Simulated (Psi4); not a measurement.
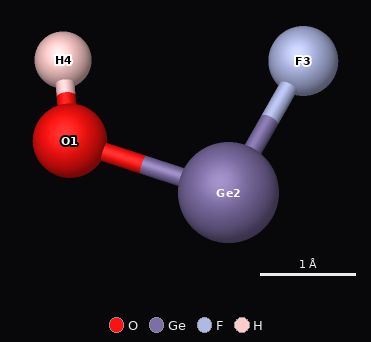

**Figure 1.** The structure as given in the input (ball-and-stick view, seen at a tilt; atoms are numbered from 1 in the order of the input). Sticks mark near contacts.

Polarizability calculation of GeHOF

System: GeHOF, SMILES [OH][Ge][F].
Method: HF/def2-TZVPP, RHF (Psi4 1.11).

The geometry comes from this level: PBE0-D4/def2-TZVP.

### The program's output
```
Psi4 1.11 release

   => Loading Basis Set <=

    Name: DEF2-TZVPP
    Role: ORBITAL
    Keyword: BASIS

         ---------------------------------------------------------
                                   SCF
                              RHF Reference
                        1 Threads,   1525 MiB Core
         ---------------------------------------------------------

  ==> Geometry <==

    Molecular point group: c1
    Full point group: C1

    Geometry (in Angstrom), charge = 0, multiplicity = 1:

       Center              X                  Y                   Z               Mass
    ------------   -----------------  -----------------  -----------------  -----------------
         O           -0.668626994219     1.050104757049    -0.943378487317    15.994914619570
         GE          -0.238826994219    -0.182095242951     0.253521512683    73.921177761000
         F            1.487973005781    -0.247895242951    -0.114478487317    18.998403162730
         H            0.079273005781     1.363304757049    -1.464978487317     1.007825032230

  Running in c1 symmetry.

  Rotational constants: A =      0.47511  B =      0.26980  C =      0.17208 [cm^-1]
  Rotational constants: A =  14243.35555  B =   8088.26802  C =   5158.78646 [MHz]
  Nuclear repulsion =  190.671197254104499

  Charge       = 0
  Multiplicity = 1
  Electrons    = 50
  Nalpha       = 25
  Nbeta        = 25

  ==> Algorithm <==

  SCF Algorithm Type is PK.
  DIIS enabled.
  MOM disabled.
  Fractional occupation disabled.
  Guess Type is SAD.
  Energy threshold   = 1.00e-06
  Density threshold  = 1.00e-06
  Integral threshold = 1.00e-12

  ==> Primary Basis <==

  Basis Set: DEF2-TZVPP
    Blend: DEF2-TZVPP
    Number of shells: 44
    Number of basis functions: 124
    Number of Cartesian functions: 142
    Spherical Harmonics?: true
    Max angular momentum: 3

  ==> Integral Setup <==

  Using in-core PK algorithm.
   Calculation information:
      Number of atoms:                   4
      Number of AO shells:              44
      Number of primitives:             86
      Number of atomic orbitals:       142
      Number of basis functions:       124

      Integral cutoff                 1.00e-12
      Number of threads:                 1

  Performing in-core PK
  Using 60070250 doubles for integral storage.
  We computed 440866 shell quartets total.
  Whereas there are 490545 unique shell quartets.

  ==> DiskJK: Disk-Based J/K Matrices <==

    J tasked:                  Yes
    K tasked:                  Yes
    wK tasked:                  No
    Memory [MiB]:             1144
    Schwarz Cutoff:          1E-12

  Minimum eigenvalue in the overlap matrix is 2.4180480829E-03.
  Reciprocal condition number of the overlap matrix is 4.5097653553E-04.
    Using symmetric orthogonalization.

  ==> Pre-Iterations <==

  SCF Guess: Superposition of Atomic Densities via on-the-fly atomic UHF (no occupation information).

   -------------------------
    Irrep   Nso     Nmo
   -------------------------
     A        124     124
   -------------------------
    Total     124     124
   -------------------------

  ==> Iterations <==

                        Total Energy        Delta E     RMS |[F,P]|

   @RHF iter SAD: -2245.51323535142774   -2.24551e+03   0.00000e+00
   @RHF iter   1: -2249.39644791908768   -3.88321e+00   2.08991e-02 ADIIS/DIIS
   @RHF iter   2: -2249.88241032395763   -4.85962e-01   1.69920e-02 ADIIS/DIIS
   @RHF iter   3: -2250.39810978416290   -5.15699e-01   9.51450e-04 ADIIS/DIIS
   @RHF iter   4: -2250.40099922253512   -2.88944e-03   2.21597e-04 ADIIS/DIIS
   @RHF iter   5: -2250.40124451240672   -2.45290e-04   6.88484e-05 DIIS
   @RHF iter   6: -2250.40127714625442   -3.26338e-05   1.12932e-05 DIIS
   @RHF iter   7: -2250.40127874309292   -1.59684e-06   3.84170e-06 DIIS
   @RHF iter   8: -2250.40127896434660   -2.21254e-07   1.89829e-06 DIIS
   @RHF iter   9: -2250.40127899975550   -3.54089e-08   4.40586e-07 DIIS
  Energy and wave function converged.

  ==> Post-Iterations <==

    Orbital Energies [Eh]
    ---------------------

    Doubly Occupied:

       1A   -405.277629     2A    -52.181547     3A    -46.269362
       4A    -46.268078     5A    -46.267124     6A    -26.254697
       7A    -20.566943     8A     -7.227031     9A     -5.202994
      10A     -5.199048    11A     -5.195704    12A     -1.686571
      13A     -1.679227    14A     -1.677175    15A     -1.672416
      16A     -1.667623    17A     -1.528531    18A     -1.327643
      19A     -0.741474    20A     -0.675126    21A     -0.631129
      22A     -0.620444    23A     -0.546281    24A     -0.517385
      25A     -0.406897

    Virtual:

      26A      0.036095    27A      0.120664    28A      0.143646
      29A      0.202470    30A      0.341916    31A      0.354319
      32A      0.370663    33A      0.374570    34A      0.404299
      35A      0.439575    36A      0.450710    37A      0.517460
      38A      0.573590    39A      0.582449    40A      0.676404
      41A      0.687949    42A      0.715854    43A      0.762408
      44A      0.846481    45A      0.868972    46A      0.905054
      47A      0.943119    48A      1.014976    49A      1.054086
      50A      1.063774    51A      1.115111    52A      1.131089
      53A      1.212840    54A      1.242186    55A      1.253952
      56A      1.290854    57A      1.291122    58A      1.335123
      59A      1.405236    60A      1.504991    61A      1.586168
      62A      1.613396    63A      2.042990    64A      2.130491
      65A      2.149021    66A      2.197916    67A      2.278244
      68A      2.352371    69A      2.378060    70A      2.648697
      71A      2.699422    72A      2.717628    73A      2.762258
      74A      2.907242    75A      2.945305    76A      2.964951
      77A      3.020021    78A      3.101527    79A      3.111534
      80A      3.265060    81A      3.509925    82A      3.543731
      83A      3.682224    84A      3.705457    85A      3.755542
      86A      3.831718    87A      3.922767    88A      3.931653
      89A      4.127900    90A      4.214916    91A      4.311519
      92A      4.363726    93A      4.481244    94A      4.514843
      95A      4.632466    96A      5.221185    97A      5.370721
      98A      5.629616    99A      5.638892   100A      5.857628
     101A      5.870838   102A      6.143274   103A      6.894070
     104A      6.985523   105A      7.004271   106A      7.088587
     107A      7.098920   108A      7.398222   109A      7.422218
     110A      7.423371   111A      7.424428   112A      7.431062
     113A      7.455490   114A      7.486685   115A      7.500713
     116A      7.664805   117A      7.829206   118A      8.918285
     119A      8.933571   120A      9.123663   121A      9.175312
     122A      9.483799   123A     45.187909   124A     58.670747

    Final Occupation by Irrep:
              A
    DOCC [    25 ]
    NA   [    25 ]
    NB   [    25 ]

  @RHF Final Energy: -2250.40127899975550

   => Energetics <=

    Nuclear Repulsion Energy =            190.6711972541044986
    One-Electron Energy =               -3519.5688465045077464
    Two-Electron Energy =                1078.4963702506479422
    Total Energy =                      -2250.4012789997555046

Computation Completed

Properties will be evaluated at   0.000000,   0.000000,   0.000000 [a0]

Properties computed using the HF density matrix

 Multipole Moments:

 ------------------------------------------------------------------------------------
     Multipole            Electronic (a.u.)      Nuclear  (a.u.)        Total (a.u.)
 ------------------------------------------------------------------------------------

 L = 1.  Multiply by 2.5417464519 to convert [e a0] to [Debye]
 Dipole X            :         -1.1565742            0.9062187           -0.2503555
 Dipole Y            :         -3.2929992            3.2239443           -0.0690549
 Dipole Z            :          3.7830437           -3.6464616            0.1365821
 Magnitude           :                                                    0.2934299

 ------------------------------------------------------------------------------------

         ---------------------------------------------------------
                       CPSCF Linear Response Solver
         ---------------------------------------------------------

   ==> Requested Responses <==

    Dipole polarizabilities

   ==> Coupled-Perturbed RHF Solver <==

    Maxiter             =         100
    Convergence         =   1.000E-06
    Number of equations =           3
   -----------------------------------------------------
     Iter   Residual RMS      Max RMS  Remain  Time [s]
   -----------------------------------------------------
    Guess      2.064e+00    2.077e+00       3         1
        1      8.458e-01    9.863e-01       3         2
        2      3.221e-01    3.280e-01       3         3
        3      8.643e-02    8.907e-02       3         3
        4      3.116e-02    3.333e-02       3         4
        5      1.232e-02    1.361e-02       3         5
        6      4.029e-03    4.520e-03       3         6
        7      1.172e-03    1.307e-03       3         6
        8      5.180e-04    6.158e-04       3         7
        9      1.402e-04    1.444e-04       3         8
       10      3.579e-05    3.850e-05       3         9
       11      8.591e-06    9.279e-06       3        10
       12      1.849e-06    1.873e-06       3        10
       13      4.097e-07    4.177e-07       0        11
   -----------------------------------------------------

    Solver has converged.

   ==> Response Properties <==

    => Dipole polarizabilities <=

              X          Y          Z
    ----- ---------- ---------- ----------
      X     29.89754   -1.00745    0.57125
      Y     -1.00745   30.08697   -2.02033
      Z      0.57125   -2.02033   29.93612

	total time  =         15 seconds =       0.25 minutes

  Variable Map:
  ----------------------------------------------------------------------------
  "CURRENT ENERGY"           =>   -2250.401278999756
  "CURRENT REFERENCE ENERGY" =>   -2250.401278999756
  "DD SOLVATION ENERGY"      =>       0.000000000000
  "DIPOLE POLARIZABILITY XX" =>      29.897537270234
  "DIPOLE POLARIZABILITY XY" =>      -1.007447136076
  "DIPOLE POLARIZABILITY XZ" =>       0.571246259289
  "DIPOLE POLARIZABILITY YX" =>      -1.007448558309
  "DIPOLE POLARIZABILITY YY" =>      30.086967429701
  "DIPOLE POLARIZABILITY YZ" =>      -2.020333588583
  "DIPOLE POLARIZABILITY ZX" =>       0.571246492935
  "DIPOLE POLARIZABILITY ZY" =>      -2.020333694625
  "DIPOLE POLARIZABILITY ZZ" =>      29.936119930192
  "HF KINETIC ENERGY"        =>    2250.172359380424
  "HF POTENTIAL ENERGY"      =>   -4500.573638380180
  "HF TOTAL ENERGY"          =>   -2250.401278999756
  "HF VIRIAL RATIO"          =>       2.000101734260
  "NUCLEAR REPULSION ENERGY" =>     190.671197254104
  "ONE-ELECTRON ENERGY"      =>   -3519.568846504508
  "PCM POLARIZATION ENERGY"  =>       0.000000000000
  "PE ENERGY"                =>       0.000000000000
  "SCF ITERATION ENERGY"     =>   -2250.401278999756
  "SCF ITERATIONS"           =>       9.000000000000
  "SCF TOTAL ENERGY"         =>   -2250.401278999756
  "TWO-ELECTRON ENERGY"      =>    1078.496370250648

  Array Variable Map:
  ----------------------------------------------------------------------------
  "HF DIPOLE"                =>      -0.250355450988 ... 0.136582140481 1 by 3
  "SCF DIPOLE"               =>      -0.250355450988 ... 0.136582140481 1 by 3
  "SCF TOTAL ENERGIES"       =>   -2245.513235351428 ... -2250.401278999756 1 by 10

    Psi4 run time: 0:00:15.23
```

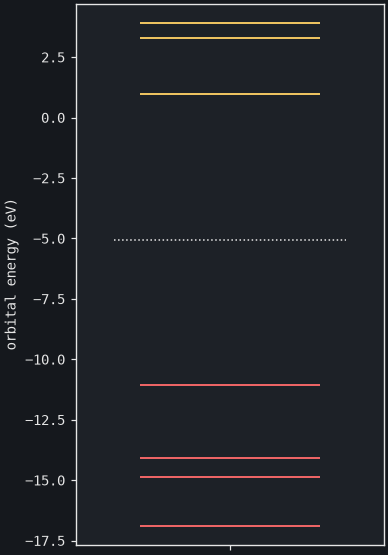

**Figure 2.** Orbital energies near the frontier; the dotted line parts filled from empty levels, and levels within 0.02 eV of each other stand side by side. Highest filled −11.07 eV, lowest empty 0.98 eV, 12.05 eV apart.

The run was set up as follows.

### Input file (job.in)
```
memory 1.6 GB

molecule m {
  0 1
  O     -0.819700     0.539200    -0.381100
  Ge    -0.389900    -0.693000     0.815800
  F      1.336900    -0.758800     0.447800
  H     -0.071800     0.852400    -0.902700
  symmetry c1
}

set {
  puream true
  scf_type pk
}

energy_value, wavefunction = properties("hf/def2-TZVPP", properties=['dipole_polarizabilities'], return_wfn=True)
print_variables()
```

Command:
```bash
psi4 -i job.in -o job.out -n 1
```

### Results in brief

| quantity | value |
| --- | --- |
| outcome | converged |
| total energy | −2250.401279 hartree |
| basis functions | 124 |
| HOMO | −11.07 eV |
| LUMO | 0.98 eV |
| dipole moment | 0.75 D |
| hardware | 1 thread of Intel Xeon (Sapphire Rapids), 64 GiB of memory available, shared host |
| wall time | 17 s |
| peak memory | 0.66 GiB |
